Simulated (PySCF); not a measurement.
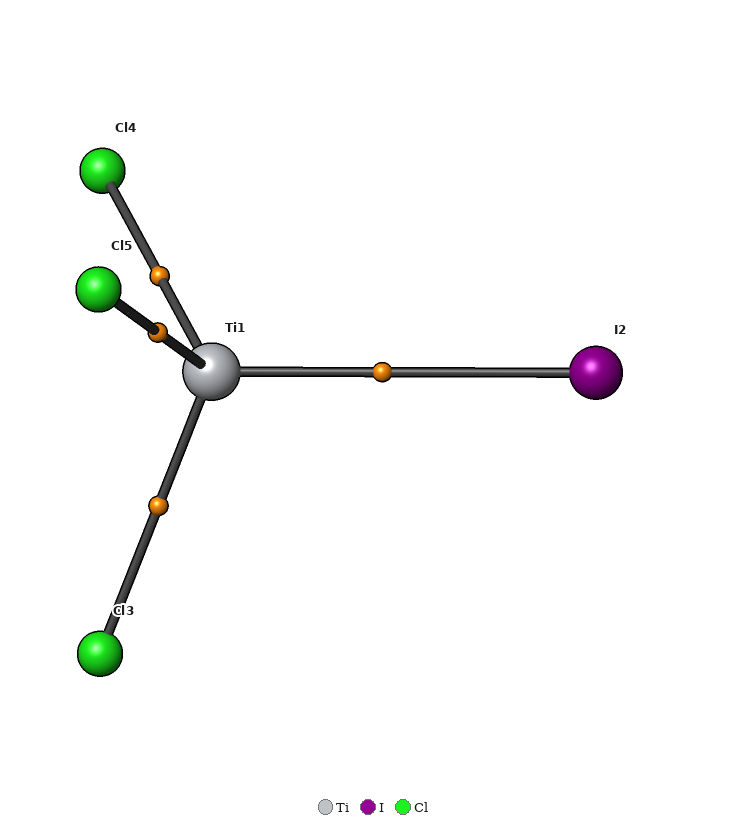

Figure. Cl$_{3}$ITi. Molecular graph of the electron density (QTAIM): bond paths, bond critical points (orange), ring points (yellow, if any); weak paths are dashed.

PySCF calculation, TPSS/def2-SVP, gas phase; geometry: GFN2-xTB. Core potentials replace the inner electrons of I; spin–orbit coupling isn't included. This is a single-reference result, which may miss multireference character in this system. No frequency check shows the geometry to be a minimum. GFN2-xTB bond lengths at metals and heavier atoms can be off by up to 0.1 Å and shapes distorted, which carries into these values.

Input script:

```python
import numpy as np
from pyscf import gto, scf, dft
from pyscf.scf import atom_ks, atom_hf
from scipy.linalg import block_diag

def solve(mol, dm0=None, hcore=None):
    mf = (dft.UKS if mol.spin else dft.RKS)(mol, xc='tpss')
    mf.grids.level = 3
    mf = mf.density_fit(auxbasis='def2-universal-jkfit')
    mf.conv_tol, mf.max_cycle = 1e-8, 80
    if hcore is not None:
        mf.get_hcore = lambda *args: hcore
    mf.kernel(dm0)
    if not mf.converged:
        mf = mf.newton().run(mf.mo_coeff, mf.mo_occ, max_cycle=30)
    assert mf.converged, 'SCF not converged'
    return mf

mol = gto.M(atom='''
Ti    -0.79159    -0.00001     0.00001
I      1.81587     0.00000    -0.00001
Cl    -1.54560    -1.56755     1.19486
Cl    -1.54563    -0.25100    -1.95496
Cl    -1.54561     1.81855     0.76011
''', basis='def2-svp', ecp={'I': 'def2-svp'}, charge=0, spin=0, verbose=4)
mf = solve(mol)
mf.analyze()
# spherically averaged free atoms, for the promolecule
atom_ks.AtomSphAverageRKS.init_guess_by_vsap = lambda self, mol=None: self.init_guess_by_minao(mol)  # core potentials
atm = atom_ks.get_atm_nrks(mol, xc='tpss')
pro = block_diag(*[(atm[a[0]][2] * atm[a[0]][3]) @ atm[a[0]][2].T for a in mol._atom])
np.savez('result.npz', e=mf.e_tot, c=mf.mo_coeff, occ=mf.mo_occ, eps=mf.mo_energy, pro=pro, dip=mf.dip_moment(verbose=0), s2=mf.spin_square()[0])
```

Command:

```sh
OMP_NUM_THREADS=1 python input.py
```

The run took 45 s on 1 thread of Arm Neoverse V1, with other jobs on the host, peak memory 0.48 GiB.

Partitions, critical points and surface values were worked out afterwards from this run's density.

How many critical points of each kind are there, and does the count close?

Answer. 5 nuclei, 4 bond, 0 ring and 0 cage critical points: 5 − 4 + 0 − 0 = 1, as the Poincaré–Hopf relation requires.

Tabulate density, Laplacian, ellipticity and energy density at the bond critical points (atomic units).

Answer.
```tsv
bond	length (Å)	ρ (a.u.)	∇²ρ (a.u.)	ε	H (a.u.)
Ti1–Cl3 (3 alike)	2.110	0.111	+0.34	0.01	−0.033
Ti1–I2	2.607	0.061	+0.08	0.00	−0.016
```

What kind of interaction is Ti1–I2?

Answer. Polar or intermediate (positive Laplacian, negative energy density H): ρ = 0.061, ∇²ρ = +0.08, H = −0.016 a.u.
